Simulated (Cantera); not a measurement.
Input: 1 mol C2F6, 0.012 mol CH4, at 133 Pa.

Cantera equilibrium calculation (NASA polynomials, part measured and part estimated; ideal gas, pure solids and liquids). Candidate condensed phases: C, C6H6, C7H8, C8H18; 95 gas species. The feed counts by its element totals alone. Gases not in the tables: C2F6 and larger saturated fluorocarbons. Rates play no part.

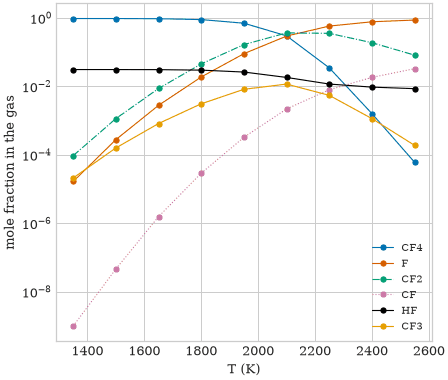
Equilibrium gas composition (values under 1e-9 drawn at 1e-9)

From 1350 K to 2550 K the condensed part is C(graphite). The main C-bearing gas is CF4 at 1350 K and CF2 at 2550 K. The share of C in condensed phases is highest at 2550 K (67.3 %) and lowest at 2100 K (11.2 %).
